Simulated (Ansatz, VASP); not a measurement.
# Cross-check of BeSn between VASP and Ansatz, part 2 of 2

One calculation is typed for both programs; each brings its own data sets. How far apart do they land? The cell is invented: As first built, before any earlier steps moved the atoms (in the runner's words): it takes the MgZr structure with all of its atoms replaced by other elements, volume scaled by an estimate. It may not be a known or stable phase. The cell is taken from a series of VASP runs on this material, whose earlier steps may have relaxed, scaled or displaced it; both programs get it as it stands. Valence electrons are named where the data sets of a main pair hold unlike numbers.

VASP 6.6.1 and Ansatz 0.2.0.

So far. Step 2 (VASP: band structure, PBE with D4): The run ends at a pressure of 0.13 GPa.

## (6) Ansatz: single point, PBE with D4

Level of this step: Ansatz beside VASP: Kohn-Sham DFT, plane waves, PBE with D4 (Ansatz).

The same cell, functional, mesh and smearing now go to Ansatz, which takes its cutoff from its data sets.

The cell is taken from a series of VASP runs on this material, whose earlier steps may have relaxed, scaled or displaced it; both programs get it as it stands.

Contents of input.yaml:

```yaml
crystal:
  lattice:
    - [3.0423725544, 0.0, 0.0]
    - [0.0, 3.0423725544, 0.0]
    - [0.0, 0.0, 3.7991708654]
  atoms:
    - { symbol: Sn, position: [0.5, 0.5, 0.5] }
    - { symbol: Be, position: [0.0, 0.0, 0.0] }
hamiltonian:
  xc: pbe
  pseudopotentials: { kind: paw }
  dispersion: d4
kpoints:
  mp_grid: { grid: [11, 11, 9] }
scf:
  occupations: { method: tetrahedron }
output:
  forces: true
  stress: true
```

Run with:

```bash
ansatz run input.yaml --threads 2 --pin off --max-ram 4608MiB --backend cpu --events-out ev --progress --plain --runs-dir out
```

Numbers of over 12 decimals in the logs are rounded to 6 here.

Log:

```text
Warning: output.forces, output.stress, relax.cell or npt_langevin: where a Kohn–Sham band that disperses or a degenerate level is filled in part under the method tetrahedron, the forces or the stress that this run publishes need not agree with its energy (scf.occupations.method in the input reference, under Limitations); prefer a smearing scheme for the forces or the stress
[...]
--- Band table (eV; the first three rows and the last of 105) ---
  k-point 0: bands = [... 4 lower, -10.8239, -1.0828, 8.5025, 11.5309, 13.5382, 13.5382, 17.8837, 18.2963]
  k-point 1: bands = [... 4 lower, -10.8238, -0.9732, 7.4701, 12.7387, 13.6793, 13.6793, 17.9830, 18.3847]
  k-point 2: bands = [... 4 lower, -10.8235, -0.6552, 5.8608, 14.0994, 14.0994, 14.8046, 18.2816, 18.7180]
  k-point 104: bands = [... 4 lower, -10.6946, 7.0781, 8.7580, 9.1895, 9.6503, 10.7359, 11.4096, 11.5806]
[key lines of the parts left out:]
SCF converged after 6 iterations
Free energy (F): -6116.245234 eV
Fermi energy:    10.626288 eV
P = ⅓ Tr σ = -0.2235 GPa (-2.235 kbar)
```

It took 1.5 s on 2 threads of Arm Neoverse V2, shared host; peak memory 0.32 GiB; 2.6 s of CPU time.

The run ends at a pressure of -0.22 GPa.

## (7) Side by side

The two programs side by side:

```
      quantity  Ansatz   VASP  difference
pressure (GPa)   -0.22  -0.28       +0.06
```

Ansatz's pressure holds a Pulay correction of 0.04 GPa; VASP's holds none.

## (8) VASP: band structure, PBE with D4, spin-orbit coupling

With cell and atoms fixed, the geometry can't cause a difference; cores, projectors, grids and the points listed under the comparison can.

Contents of INCAR:

```
SYSTEM = BeSn
PREC = Accurate
ENCUT = 400
EDIFF = 1E-06
NELM = 100
ISMEAR = -1
SIGMA = 0.05
LREAL = .FALSE.
ALGO = Normal
GGA = PE
IVDW = 13
LNONCOLLINEAR = .TRUE.
MAGMOM = 0 0 0 0 0 0
NBANDS = 28
GGA_COMPAT = .FALSE.
LASPH = .TRUE.
LSORBIT = .TRUE.
LORBIT = 11
LWAVE = .FALSE.
LCHARG = .FALSE.
```

Contents of POSCAR:

```
BeSn
1.0
    3.0423725544      0.0000000000      0.0000000000
    0.0000000000      3.0423725544      0.0000000000
    0.0000000000      0.0000000000      3.7991708654
Sn Be
1 1
Direct
    0.5000000000      0.5000000000      0.5000000000
    0.0000000000      0.0000000000      0.0000000000
```

Contents of KPOINTS:

```
Automatic mesh
0
Gamma
6 6 5
0 0 0
```

Contents of KPOINTS_OPT:

```
Line mode
16
Line-mode
Reciprocal
  0.00000000   0.00000000   0.00000000 GAMMA
  0.00000000   0.50000000   0.00000000 X

  0.00000000   0.50000000   0.00000000 X
  0.50000000   0.50000000   0.00000000 M

  0.50000000   0.50000000   0.00000000 M
  0.00000000   0.00000000   0.00000000 GAMMA

  0.00000000   0.00000000   0.00000000 GAMMA
  0.00000000   0.00000000   0.50000000 Z

  0.00000000   0.00000000   0.50000000 Z
  0.00000000   0.50000000   0.50000000 R

  0.00000000   0.50000000   0.50000000 R
  0.50000000   0.50000000   0.50000000 A

  0.50000000   0.50000000   0.50000000 A
  0.00000000   0.00000000   0.50000000 Z

  0.00000000   0.50000000   0.00000000 X
  0.00000000   0.50000000   0.50000000 R

  0.50000000   0.50000000   0.00000000 M
  0.50000000   0.50000000   0.50000000 A
```

Potentials, in the order of the species: Sn_d and Be (PBE family, release 64).

Run with:

```bash
mpirun -np 1 vasp_ncl
```

Log:

```text
[... set-up lines as in an earlier step ...]
 entering main loop
       N       E                     dE             d eps       ncg     rms          rms(c)
DAV:   1     0.119853674227E+03    0.11985E+03   -0.66012E+03  1764   0.142E+03
DAV:   2     0.783120593654E+01   -0.11202E+03   -0.10780E+03  1692   0.377E+02
DAV:   3    -0.585580044461E+01   -0.13687E+02   -0.13388E+02  2032   0.116E+02
DAV:   4    -0.631496724695E+01   -0.45917E+00   -0.45816E+00  1964   0.234E+01
[...]
DAV:   9    -0.628490842841E+01    0.30285E-03   -0.27678E-04  2228   0.266E-01    0.220E-02
DAV:  10    -0.628490964831E+01   -0.12199E-05   -0.25613E-05  2088   0.537E-02    0.112E-02
DAV:  11    -0.628490927817E+01    0.37014E-06   -0.10757E-06  1628   0.124E-02
   1 F= -.69087865E+01 E0= -.69042821E+01  d E =-.900878E-02  mag=     0.0000     0.0000     0.0000
 Start KPOINTS_OPT (optional k-point list driver)
k-point batch [1-30\144]
       N       E                     dE             ncg
DAV:   1     0.523454462409E+03   -0.97688E+04     1788
DAV:   2    -0.282829996190E+04   -0.33518E+04     1708
DAV:   3    -0.324140015736E+04   -0.41310E+03     2032
DAV:   4    -0.325539756322E+04   -0.13997E+02     1940
DAV:   5    -0.325578781548E+04   -0.39025E+00     2184
DAV:   6    -0.325580105929E+04   -0.13244E-01     2216
DAV:   7    -0.325580144458E+04   -0.38529E-03     2296
DAV:   8    -0.325580144736E+04   -0.27716E-05     1772
DAV:   9    -0.325580144751E+04   -0.15749E-06     1172
[...]
k-point batch [121-144\144]
       N       E                     dE             ncg
DAV:   1     0.316114521109E+04   -0.14077E+05     1368
DAV:   2     0.425988721612E+03   -0.27352E+04     1388
DAV:   3     0.721669802744E+02   -0.35382E+03     1600
DAV:   4     0.603640973009E+02   -0.11803E+02     1544
DAV:   5     0.599999756328E+02   -0.36412E+00     1924
DAV:   6     0.599946231111E+02   -0.53525E-02     1724
DAV:   7     0.599944635464E+02   -0.15956E-03     1948
DAV:   8     0.599944622494E+02   -0.12970E-05     1268
DAV:   9     0.599944621487E+02   -0.10067E-06     1012
```

OUTCAR, selected parts (step 8):

```text
  Edisp (eV):   -0.62388

  Total       0.44965     0.44965    -0.66050     0.00000     0.00000     0.00000
  in kB      20.48653    20.48653   -30.09326     0.00000     0.00000     0.00000
  external pressure =        3.63 kB  Pullay stress =        0.00 kB

  FREE ENERGIE OF THE ION-ELECTRON SYSTEM (eV)
  ---------------------------------------------------
  free  energy   TOTEN  =        -6.9087864659 eV

  energy  without entropy=       -6.8997776846  energy(sigma->0) =       -6.90428208

 magnetization (x)
# of ion       s       p       d       tot
------------------------------------------
    1       -0.000   0.000  -0.000  -0.000
    2        0.000  -0.000   0.000  -0.000
--------------------------------------------------
tot         -0.000  -0.000  -0.000  -0.000

 magnetization (y)
# of ion       s       p       d       tot
------------------------------------------
    1        0.000   0.000   0.000   0.000
    2       -0.000   0.000   0.000  -0.000
--------------------------------------------------
tot          0.000   0.000   0.000   0.000

 magnetization (z)
# of ion       s       p       d       tot
------------------------------------------
    1       -0.000  -0.000   0.000  -0.000
    2        0.000  -0.000   0.000  -0.000
--------------------------------------------------
tot         -0.000  -0.000   0.000  -0.000

[... 2 parts as in an earlier step ...]

[... 2 further parts left out ...]
[key lines of the parts left out:]
E-fermi :   8.4414
```

The run ends at a pressure of 0.36 GPa.

## (9) Ansatz: band structure, PBE with D4, spin-orbit coupling

The same cell, functional, mesh and smearing now go to Ansatz, which takes its cutoff from its data sets.

The cell is taken from a series of VASP runs on this material, whose earlier steps may have relaxed, scaled or displaced it; both programs get it as it stands.

Contents of input.yaml:

```yaml
crystal:
  lattice:
    - [3.0423725544, 0.0, 0.0]
    - [0.0, 3.0423725544, 0.0]
    - [0.0, 0.0, 3.7991708654]
  atoms:
    - { symbol: Sn, position: [0.5, 0.5, 0.5] }
    - { symbol: Be, position: [0.0, 0.0, 0.0] }
hamiltonian:
  xc: pbe
  pseudopotentials: { kind: paw_fr }
  dispersion: d4
magnetization:
  noncollinear: true
  spin_orbit: true
kpoints:
  mp_grid: { grid: [6, 6, 5] }
  band_path:
    path:
      - [0.0, 0.0, 0.0]
      - [0.0, 0.13333, 0.0]
      - [0.0, 0.3, 0.0]
      - [0.0, 0.46667, 0.0]
      - [0.1, 0.5, 0.0]
      - [0.26667, 0.5, 0.0]
      - [0.43333, 0.5, 0.0]
      - [0.43333, 0.43333, 0.0]
      - [0.26667, 0.26667, 0.0]
      - [0.1, 0.1, 0.0]
      - [0.0, 0.0, 0.03333]
      - [0.0, 0.0, 0.2]
      - [0.0, 0.0, 0.36667]
      - [0.0, 0.0, 0.5]
      - [0.0, 0.16667, 0.5]
      - [0.0, 0.3, 0.5]
      - [0.0, 0.46667, 0.5]
      - [0.1, 0.5, 0.5]
      - [0.26667, 0.5, 0.5]
      - [0.43333, 0.5, 0.5]
      - [0.43333, 0.43333, 0.5]
      - [0.26667, 0.26667, 0.5]
      - [0.1, 0.1, 0.5]
      - [0.0, 0.5, 0.03333]
      - [0.0, 0.5, 0.2]
      - [0.0, 0.5, 0.36667]
      - [0.5, 0.5, 0.0]
      - [0.5, 0.5, 0.16667]
      - [0.5, 0.5, 0.33333]
      - [0.5, 0.5, 0.5]
    npoints: 1
scf:
  occupations: { method: fermi_dirac, width: 0.05 }
  n_extra_bands: 14
output:
  forces: true
  stress: true
  eigenvalues: true
```

Run with:

```bash
ansatz run input.yaml --threads 2 --pin off --max-ram 4608MiB --backend cpu --events-out ev --progress --plain --runs-dir out
```

Log:

```text
[...]
non-collinear run that drives no moment, with spin-orbit: no starting moment large enough to seed its density (crystal.atoms[].spin), no starting occupations that ask for one, no magnetisation constraint and no magnetic field, so the semilocal B_xc is pinned to zero
Crystal: 2 atoms, lattice volume = 35.165 Å³
[...]
k-point 1: bands = [... 12 lower, 6.1696, 6.1696, 13.8369, 13.8369, 14.1036, 14.1036, 14.3984, 14.3984, ... 10 higher]
  k-point 2: bands = [... 12 lower, 3.7818, 3.7818, 15.1786, 15.1786, 15.4066, 15.4066, 17.1902, 17.1902, ... 10 higher]
  k-point 29: bands = [... 12 lower, 8.2083, 8.2083, 8.5481, 8.5481, 10.7283, 10.7283, 10.9864, 10.9864, ... 10 higher]
[key lines of the parts left out:]
SCF converged after 7 iterations
Magnetization: |M| = 0.0000 μB,  M = (+0.0000, +0.0000, +0.0000) μB
Free energy (F): -6118.363956 eV
Fermi energy:    10.819711 eV
P = ⅓ Tr σ = 0.4191 GPa (4.191 kbar)
```

Run time: 5.2 s. Hardware: 2 threads; peak memory 0.41 GiB.

## (10) Comparison

What differs besides the data sets and the points named for the pairs above, as far as they apply: spin-orbit coupling enters by fully relativistic files in Ansatz and inside the spheres in VASP. Total energies have different zeros and are not compared.

Both answers:

```
      quantity  Ansatz  VASP  difference
pressure (GPa)    0.42  0.36       +0.06
```

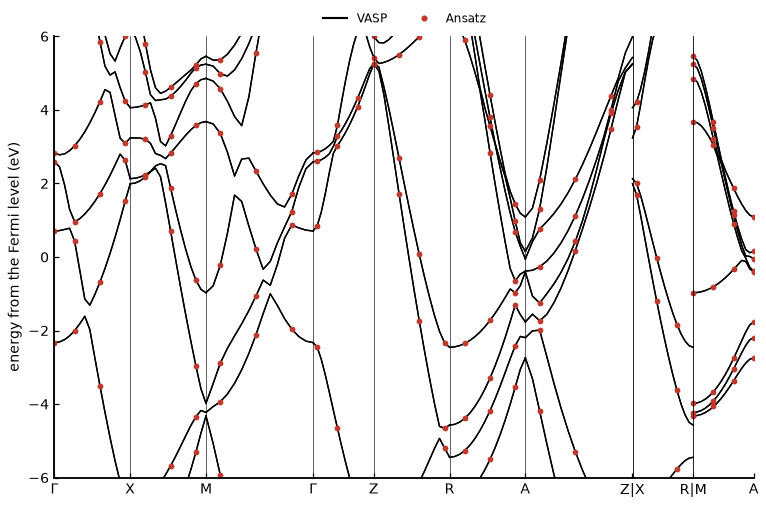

Bands from VASP (lines) and levels from Ansatz (dots). Dots without a line are higher empty bands that the VASP plot leaves out.

Levels from 3 eV below to 2 eV above the Fermi level differ by 3 meV r.m.s. and 9 meV at most; each VASP level is matched to the nearest of Ansatz, which flatters the figure a little. Ansatz's pressure holds a Pulay correction of 0.04 GPa; VASP's holds none.

## (11) Results

```yaml
r_m_s_difference_of_levels_near_the_fermi_level_band_structure_pbe_with_d4: 0.78 meV
difference_in_pressure_single_point_pbe_with_d4: 0.060 GPa
r_m_s_difference_of_levels_near_the_fermi_level_band_structure_pbe_with_d4_spin_orbit_coupling: 2.5 meV
```

**Reading.** The difference in pressure is 0.060 GPa (single point, PBE with D4), within the 1 GPa picked in this series as the mark of a large difference. How closely two codes agree says nothing of how well the functional describes the real material.

[Lines on the potential files, build, host, timing and source positions are cut from VASP's logs without a mark.]

[Logs are printed without paths, hosts, clocks, repeated set-up lines and the standing remarks that a program may print on its own settings, such as how far it seeks lower states.]

[Hosts, paths, dates, database ids (printed as entryN), source tags and the programs' standing remarks are cut or masked in the printed files.]
